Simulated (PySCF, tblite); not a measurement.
# H8NPSi2: dynamics, then NMR shifts on frames, part 2 of 2

tblite 0.8.0 and PySCF 2.14.0. Atoms count from 0. Earlier steps stand in the parts before.

**5. Shielding tensors: 625 fs, PBE0/pcSseg-1**

The job: settings as JSON, then the geometry in Å.

```
{"job": {"kind": "nmr", "xc": "PBE0", "basis": "pcSseg-1", "pop": false}, "charge": 0, "multiplicity": 1}
Si    -2.652900     0.378200     0.571800
N     -1.151500    -0.169800     1.208700
Si     0.023400    -1.334200     0.661200
P      2.047100    -0.704800     1.493500
H     -2.532500     1.860200     0.736400
H     -2.695100    -0.007100    -0.844100
H     -3.699700    -0.278800     1.299400
H     -1.072600     0.073200     2.247700
H      0.101800    -2.837500     1.142700
H     -0.271000    -1.542300    -0.782000
H      2.627900    -1.641800     0.720600
H      2.330400     0.318000     0.619300
```

With the program's defaults for keys left out, this is: GIAO PBE0/pcSseg-1 NMR shielding, non-relativistic, gas phase.

The program printed:

```text
coarse grid: 10896 points
cycle   1  E = -979.3736988623  dE = -2.295e-04  |g| = 4.185e-01  |ddm| = 3.037e+00
cycle   2  E = -979.3303732232  dE =  4.333e-02  |g| = 6.072e-01  |ddm| = 8.304e-01
cycle   3  E = -979.4107695124  dE = -8.040e-02  |g| = 5.964e-02  |ddm| = 5.412e-01
cycle   4  E = -979.4116403986  dE = -8.709e-04  |g| = 1.605e-02  |ddm| = 8.888e-02
cycle   5  E = -979.4117054530  dE = -6.505e-05  |g| = 4.079e-03  |ddm| = 2.786e-02
cycle   6  E = -979.4117100509  dE = -4.598e-06  |g| = 9.127e-04  |ddm| = 7.614e-03
final grid: 89752 points
cycle   7  E = -979.4304883700  dE = -1.145e-05  |g| = 4.930e-03  |ddm| = 1.542e-02
cycle   8  E = -979.4304805483  dE =  7.822e-06  |g| = 7.792e-03  |ddm| = 9.906e-03
cycle   9  E = -979.4304936131  dE = -1.306e-05  |g| = 3.407e-04  |ddm| = 6.053e-03
cycle  10  E = -979.4304936357  dE = -2.254e-08  |g| = 8.762e-05  |ddm| = 5.289e-04
cycle  11  E = -979.4304936376  dE = -1.883e-09  |g| = 1.896e-05  |ddm| = 1.378e-04
cycle  12  E = -979.4304936377  dE = -9.231e-11  |g| = 3.352e-06  |ddm| = 3.033e-05
converged SCF energy = -979.4304936377

GIAO shielding tensors (ppm)
atom      isotropic    diamagn.    paramagn.     s11        s22        s33       span
  0 Si     397.897     879.631    -481.734    367.822    371.452    454.418     86.596
  1 N      242.555     323.983     -81.428    207.146    230.433    290.087     82.941
  2 Si     371.775     879.101    -507.326    294.606    338.135    482.583    187.977
  3 P      611.543     968.569    -357.026    524.245    645.475    664.908    140.664
  4 H       26.220      28.613      -2.394     22.005     24.777     31.877      9.872
  5 H       26.828      29.621      -2.794     23.853     25.914     30.717      6.864
  6 H       27.001      28.245      -1.244     22.850     25.116     33.038     10.188
  7 H       30.651      29.943       0.708     21.301     30.727     39.924     18.623
  8 H       25.338      27.476      -2.137     21.572     24.223     30.220      8.648
  9 H       26.014      30.458      -4.444     22.640     25.283     30.120      7.480
 10 H       31.650      31.617       0.033     26.557     27.936     40.457     13.900
 11 H       30.594      32.434      -1.840     25.398     27.354     39.028     13.630
```

Wall time 13 s (1 thread of Arm Neoverse N1, shared host); peak memory 0.63 GiB.

In short: δ Si2 -22.6, Si0 -48.7, N1 25.2, P3 -293.2, H8 6.38, H9 5.70 ppm.

**6. NMR shieldings: 800 fs, PBE0/pcSseg-1**

The job: settings as JSON, then the geometry in Å.

```
{"job": {"kind": "nmr", "xc": "PBE0", "basis": "pcSseg-1", "pop": false}, "charge": 0, "multiplicity": 1}
Si    -2.426200     0.834500     0.283800
N     -1.356400    -0.400000     0.789500
Si     0.163700    -1.184700     0.341600
P      1.870000    -0.473000     1.735200
H     -1.855700     1.417400    -0.995600
H     -3.748500     0.340300     0.029200
H     -2.548200     1.590800     1.554500
H     -1.807900    -0.594500     1.670700
H      0.333800    -2.703200     0.391000
H      0.238300    -0.955500    -1.104900
H      2.692300    -0.719600     0.729400
H      1.858100     0.869700     1.421900
```

With the program's defaults for keys left out, this is: GIAO PBE0/pcSseg-1 NMR shielding, non-relativistic, gas phase.

The program printed:

```text
coarse grid: 10896 points
cycle   1  E = -979.3605743946  dE =  3.624e-02  |g| = 4.383e-01  |ddm| = 3.044e+00
cycle   2  E = -979.3146830798  dE =  4.589e-02  |g| = 6.301e-01  |ddm| = 8.866e-01
cycle   3  E = -979.4008972952  dE = -8.621e-02  |g| = 5.922e-02  |ddm| = 5.729e-01
cycle   4  E = -979.4017396405  dE = -8.423e-04  |g| = 1.796e-02  |ddm| = 9.356e-02
cycle   5  E = -979.4018257972  dE = -8.616e-05  |g| = 3.935e-03  |ddm| = 3.113e-02
cycle   6  E = -979.4018299732  dE = -4.176e-06  |g| = 8.639e-04  |ddm| = 7.184e-03
final grid: 89752 points
cycle   7  E = -979.4208040927  dE = -1.126e-05  |g| = 4.796e-03  |ddm| = 1.462e-02
cycle   8  E = -979.4207971600  dE =  6.933e-06  |g| = 7.409e-03  |ddm| = 9.684e-03
cycle   9  E = -979.4208089175  dE = -1.176e-05  |g| = 3.076e-04  |ddm| = 5.920e-03
cycle  10  E = -979.4208089335  dE = -1.595e-08  |g| = 7.735e-05  |ddm| = 4.385e-04
cycle  11  E = -979.4208089349  dE = -1.453e-09  |g| = 1.845e-05  |ddm| = 1.319e-04
cycle  12  E = -979.4208089350  dE = -8.777e-11  |g| = 2.547e-06  |ddm| = 3.049e-05
converged SCF energy = -979.4208089350

GIAO shielding tensors (ppm)
atom      isotropic    diamagn.    paramagn.     s11        s22        s33       span
  0 Si     395.091     879.258    -484.167    339.392    369.035    476.847    137.456
  1 N      254.888     321.888     -67.000    207.198    249.592    307.872    100.674
  2 Si     373.235     878.780    -505.545    310.784    349.961    458.958    148.174
  3 P      619.429     968.120    -348.692    520.636    648.068    689.582    168.946
  4 H       26.060      28.837      -2.777     23.017     24.877     30.285      7.268
  5 H       27.090      28.806      -1.716     23.380     25.166     32.723      9.343
  6 H       26.278      28.905      -2.627     21.971     25.018     31.845      9.874
  7 H       32.569      31.583       0.987     21.851     32.591     43.265     21.414
  8 H       25.652      27.865      -2.213     22.059     24.361     30.535      8.475
  9 H       26.272      30.794      -4.522     22.535     25.668     30.612      8.077
 10 H       32.232      32.367      -0.136     27.095     28.663     40.937     13.842
 11 H       30.871      32.269      -1.398     25.701     27.916     38.995     13.294
```

Run time: 14 s. Hardware: 1 thread of Arm Neoverse N1, shared host; peak memory 0.64 GiB.

In short: δ Si2 -24.1, Si0 -45.9, N1 12.8, P3 -301.1, H8 6.07, H4 5.66 ppm.

**7. Nuclear shieldings: 1000 fs, PBE0/pcSseg-1**

The job: settings as JSON, then the geometry in Å.

```
{"job": {"kind": "nmr", "xc": "PBE0", "basis": "pcSseg-1", "pop": false}, "charge": 0, "multiplicity": 1}
Si    -2.505300     0.343100     0.991500
N     -1.128900    -0.726500     0.969000
Si     0.390200    -0.885000     0.163300
P      2.093100    -1.004600     1.743600
H     -1.916300     1.731700     0.550900
H     -3.533000    -0.009200     0.046400
H     -3.129100     0.427500     2.268400
H     -1.407600    -1.592500     1.463800
H      0.614800    -2.249600    -0.394200
H      0.627600     0.326000    -0.561800
H      1.060100    -0.992500     2.770700
H      2.262800    -2.444400     1.874700
```

Level: GIAO PBE0/pcSseg-1 NMR shielding, non-relativistic, gas phase.

The program printed:

```text
coarse grid: 10896 points
cycle   1  E = -979.3721409867  dE = -5.611e-02  |g| = 4.158e-01  |ddm| = 3.034e+00
cycle   2  E = -979.3374024235  dE =  3.474e-02  |g| = 5.775e-01  |ddm| = 8.551e-01
cycle   3  E = -979.4093224903  dE = -7.192e-02  |g| = 6.321e-02  |ddm| = 5.229e-01
cycle   4  E = -979.4103047989  dE = -9.823e-04  |g| = 2.061e-02  |ddm| = 1.079e-01
cycle   5  E = -979.4104258123  dE = -1.210e-04  |g| = 3.368e-03  |ddm| = 3.493e-02
cycle   6  E = -979.4104280439  dE = -2.232e-06  |g| = 6.483e-04  |ddm| = 5.186e-03
final grid: 89752 points
cycle   7  E = -979.4295713722  dE = -1.002e-05  |g| = 5.016e-03  |ddm| = 1.441e-02
cycle   8  E = -979.4295636947  dE =  7.678e-06  |g| = 7.764e-03  |ddm| = 1.064e-02
cycle   9  E = -979.4295768018  dE = -1.311e-05  |g| = 3.814e-04  |ddm| = 6.415e-03
cycle  10  E = -979.4295768319  dE = -3.008e-08  |g| = 1.016e-04  |ddm| = 6.003e-04
cycle  11  E = -979.4295768346  dE = -2.633e-09  |g| = 1.804e-05  |ddm| = 1.607e-04
cycle  12  E = -979.4295768346  dE = -8.004e-11  |g| = 4.029e-06  |ddm| = 3.293e-05
converged SCF energy = -979.4295768346

GIAO shielding tensors (ppm)
atom      isotropic    diamagn.    paramagn.     s11        s22        s33       span
  0 Si     401.154     878.969    -477.815    348.753    381.698    473.012    124.259
  1 N      252.141     322.170     -70.029    210.604    247.493    298.326     87.722
  2 Si     386.191     879.206    -493.015    288.141    370.609    499.825    211.684
  3 P      524.309     966.588    -442.280    414.219    553.742    604.965    190.746
  4 H       25.823      28.168      -2.345     22.652     24.734     30.084      7.432
  5 H       27.253      29.063      -1.810     23.308     25.309     33.142      9.834
  6 H       27.390      28.920      -1.530     23.628     25.679     32.863      9.235
  7 H       31.935      29.908       2.026     22.082     31.514     42.207     20.125
  8 H       25.026      29.238      -4.213     20.456     24.236     30.385      9.929
  9 H       26.868      30.574      -3.706     22.367     26.543     31.694      9.328
 10 H       29.069      29.048       0.020     24.682     28.495     34.029      9.347
 11 H       28.793      29.176      -0.383     25.193     25.775     35.409     10.216
```

Wall time 14 s (1 thread of Arm Neoverse N1, shared host); peak memory 0.63 GiB.

This run: δ Si2 -37.0, Si0 -52.0, N1 15.6, P3 -205.9, H8 6.69, H4 5.89 ppm.

**8. Side by side: NMR shifts**

Shifts (ppm) of some atoms, chosen among heavy atoms and hydrogens apart, with basis size and wall time:

```
  frame   H11    H10     H7    Si2    Si0    N1      P3  functions  time
 250 fs  2.06   0.63  -2.23  -27.1  -54.2   6.0  -314.9        129  20 s
 425 fs  0.59   2.15  -2.21  -25.1  -52.8   1.7  -265.8        129  14 s
 625 fs  1.12   0.07   1.07  -22.6  -48.7  25.2  -293.2        129  13 s
 800 fs  0.85  -0.51  -0.85  -24.1  -45.9  12.8  -301.1        129  14 s
1000 fs  2.92   2.65  -0.22  -37.0  -52.0  15.6  -205.9        129  14 s
```

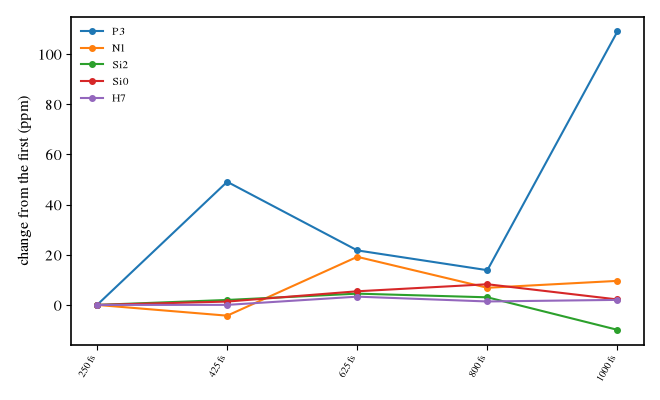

How five of the tabulated atoms move from run to run.

**9. Summary of results**

What follows sums up all 2 parts.

```
                                        quantity                                                value
                                      thermostat                                                400 K
                   mean temperature, second half                                                418 K
         mean potential energy above the minimum                                              0.53 eV
   1H shifts against TMS (PBE0/pcSseg-1, 250 fs)  6.60, 5.72, 4.91, 4.61, 4.53, 2.06, 0.63, -2.23 ppm
 29Si shifts against TMS (PBE0/pcSseg-1, 250 fs)                                     -27.1, -54.2 ppm
  15N shifts against NH3 (PBE0/pcSseg-1, 250 fs)                                              6.0 ppm
31P shifts against H3PO4 (PBE0/pcSseg-1, 250 fs)                                           -314.9 ppm
           surface potential, 1st and 99th percentile                                   -0.81 V and 1.49 V
                        range of the shift of P3                                 -314.9 to -205.9 ppm
```

In the second half the potential energy averages 0.53 eV above the minimum; equipartition over 30 harmonic modes at 400 K would give 0.52 eV. With 12 atoms the temperature swings widely (177 to 640 K). Shifts at one fixed geometry are not the observed spectrum, which averages over the motion. In ppm, P3 moves most: its shift spreads over 109.0 ppm, from -314.9 (250 fs) to -205.9 (1000 fs).
